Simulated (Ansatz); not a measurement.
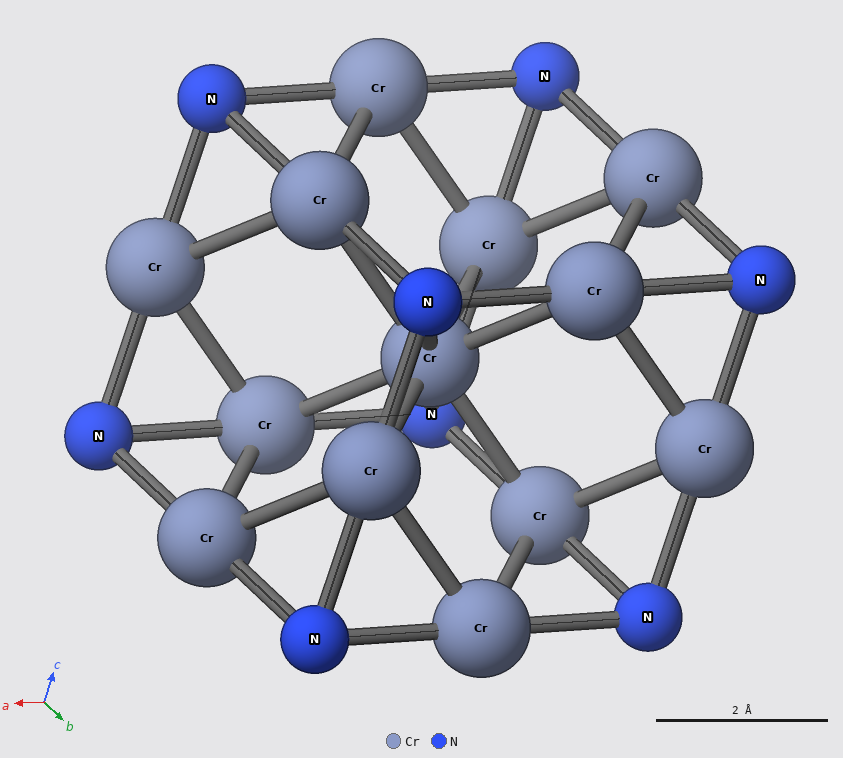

Structure drawing (ball-and-stick), viewed from a general direction. The edges of the cell (the run's own, in a reduced setting) are marked.

```yaml
crystal:
  lattice:
    - [2.43044, 3.39199, 0.00000]
    - [-2.43044, 0.00000, -3.39199]
    - [-2.43044, 0.00000, 3.39199]
  atoms:
    - { symbol: Cr, position: [0.00000, 0.50000, 0.00000] }
    - { symbol: Cr, position: [0.00000, 0.00000, 0.50000] }
    - { symbol: Cr, position: [0.50000, 0.00000, 0.00000] }
    - { symbol: Cr, position: [0.50000, 0.50000, 0.50000] }
    - { symbol: N, position: [0.00000, 0.00000, 0.00000] }
```

Electronic-structure method: DFT PBE, scalar-relativistic, plane waves, PAW (Ansatz). Parameters: wavefunction cutoff 420 eV, k-points about 0.15 Å⁻¹ apart, Gaussian smearing of 0.1 eV, collinear spins. The state is antiferromagnetic.

### What does a Bader analysis give?

Cr +0.40 e; N -1.59 e.

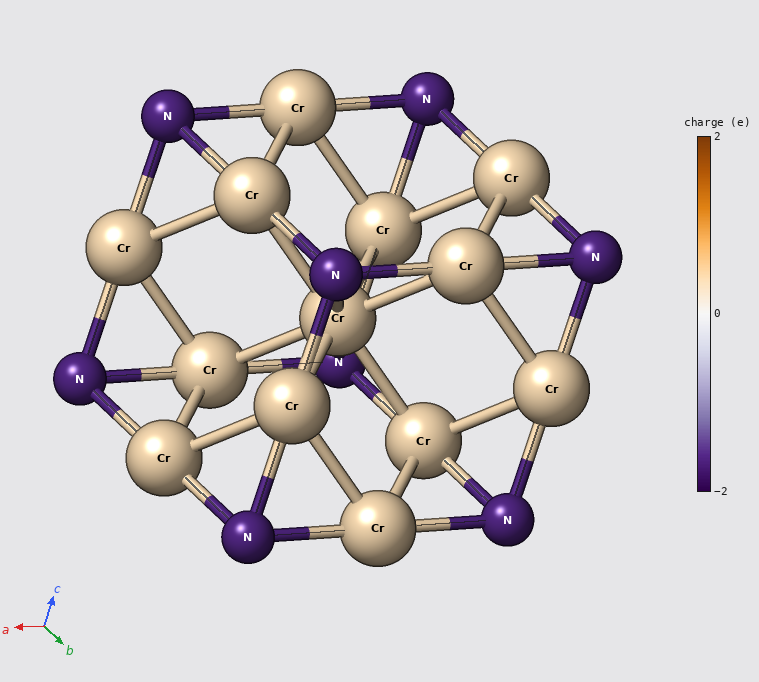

The atoms coloured by those charges.

The model was built from a structure type filled with these elements by a generator (whether the compound takes this form wasn't checked). Earlier steps of the study may have refined or changed the cell and positions. It was the input of a calculation with Ansatz.
